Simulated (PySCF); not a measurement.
```yaml
atoms:
  - { symbol: C, position_ang: [3.4907, 0.3285, -0.4141] }
  - { symbol: C, position_ang: [2.3509, 0.2853, -0.0520] }
  - { symbol: C, position_ang: [0.9592, 0.2222, 0.3544] }
  - { symbol: C, position_ang: [0.1156, 1.1971, -0.4770] }
  - { symbol: C, position_ang: [-1.3500, 1.1226, -0.0602] }
  - { symbol: C, position_ang: [-1.8798, -0.2997, -0.2179] }
  - { symbol: C, position_ang: [-1.0450, -1.2722, 0.6103] }
  - { symbol: C, position_ang: [0.4217, -1.2059, 0.1961] }
  - { symbol: H, position_ang: [4.4934, 0.3703, -0.7193] }
  - { symbol: H, position_ang: [0.8944, 0.5101, 1.4118] }
  - { symbol: H, position_ang: [0.2109, 0.9386, -1.5345] }
  - { symbol: H, position_ang: [0.4940, 2.2135, -0.3459] }
  - { symbol: H, position_ang: [-1.9410, 1.8110, -0.6682] }
  - { symbol: H, position_ang: [-1.4474, 1.4318, 0.9838] }
  - { symbol: H, position_ang: [-2.9251, -0.3450, 0.0953] }
  - { symbol: H, position_ang: [-1.8329, -0.5884, -1.2708] }
  - { symbol: H, position_ang: [-1.4188, -2.2901, 0.4798] }
  - { symbol: H, position_ang: [-1.1360, -1.0168, 1.6693] }
  - { symbol: H, position_ang: [1.0166, -1.8913, 0.8042] }
  - { symbol: H, position_ang: [0.5233, -1.5112, -0.8481] }
```

Geometry: GFN2-xTB.

Level of theory: wB97X-D/pcSseg-1, SCF density, in a chloroform solvent model, non-relativistic in PySCF 2.14.0.

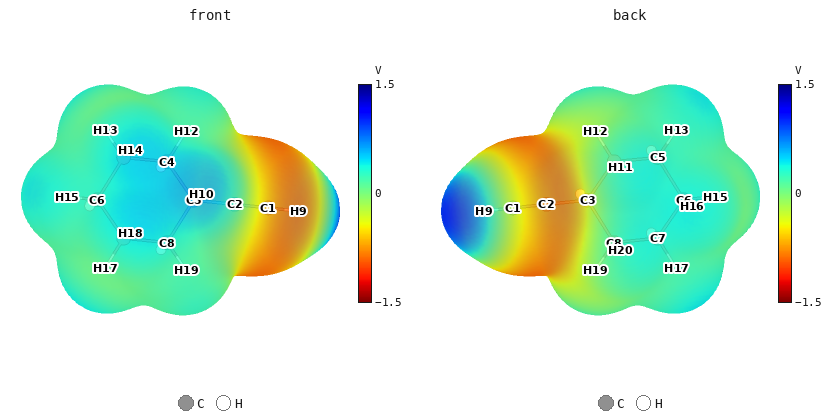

C₈H₁₂ (SMILES C#CC1CCCCC1). The electrostatic potential painted on the density surface at 0.001 e/bohr³, seen from the front and from behind; red is negative and blue positive.

Where is the surface potential most negative and most positive?

Answer. The most negative region (about −0.9 V, or −21 kcal/mol for a unit charge) lies over C1 and C2, the most positive (about +1.0 V, or +23 kcal/mol for a unit charge) over H9.

What dipole moment does the calculation give?

Answer. Its dipole moment is 1.18 D.
